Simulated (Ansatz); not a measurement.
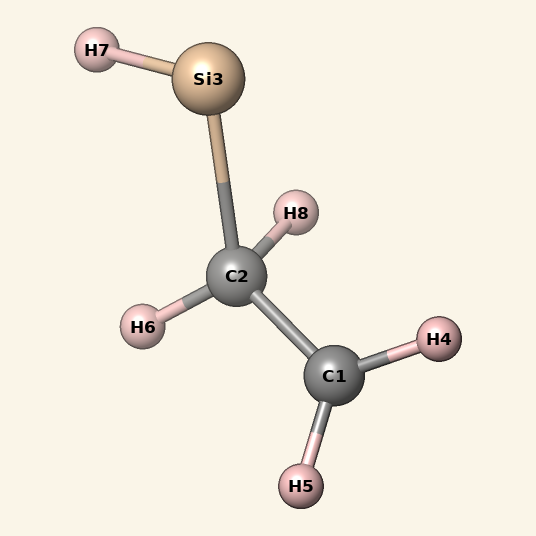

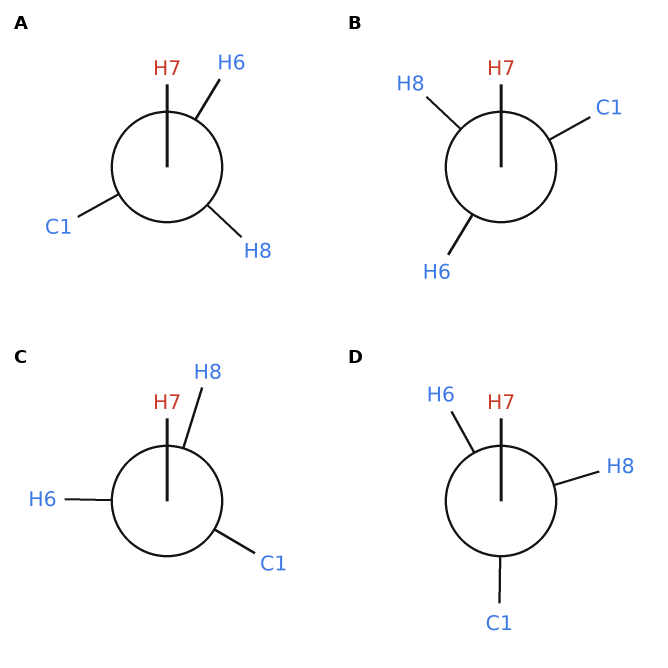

Depth is shown by fading: the farther an atom, the more it takes the colour of the background. Bonds that would overlap in a projection are set slightly apart. State: neutral, doublet. Computed geometry: PBE0-D4/def2-TZVP optimisation. No frequency run is at hand to confirm it as a minimum.

**Which Newman projection shows the view along Si3–C2, with Si3 in front?**

D. The torsion angle H7–Si3–C2–C1 is −179°, antiperiplanar (anti).
